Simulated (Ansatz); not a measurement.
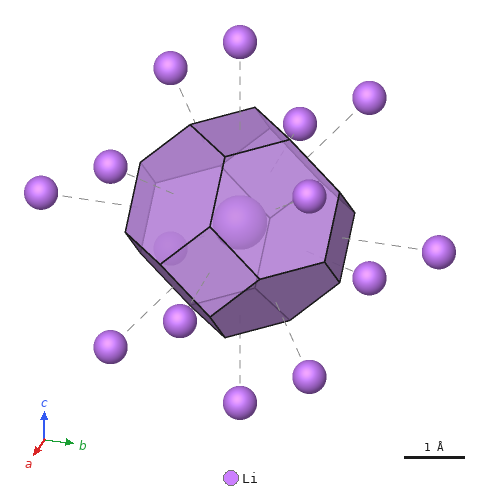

The polyhedron is the computed Voronoi (Dirichlet) cell of the central atom: each face lies in the plane that bisects the line to a neighbour. Central atom: Li (2a) in Li; faces take the colour of the neighbour behind them. Source: the geometry relaxed with DFT r2SCAN, scalar-relativistic, plane waves, PAW in Ansatz.

Li, space group Im-3m (No. 229), a = 3.477 Å, b = 3.477 Å, c = 3.477 Å, α = 90.00°, β = 90.00°, γ = 90.00°

| site | Wyckoff | x | y | z |
| --- | --- | --- | --- | --- |
| Li | 2a | 0.0000 | 0.0000 | 0.0000 |

How many faces does the cell have, and of which kinds?

14 faces, index ⟨0,6,0,8⟩: a truncated octahedron, as in the body-centred cubic structure.

Tabulate the neighbours by distance and solid angle.

```tsv
neighbour	faces	distance (Å)	solid angle (% of sphere)
Li	8	3.01	78.7
Li	6	3.48	21.3
```
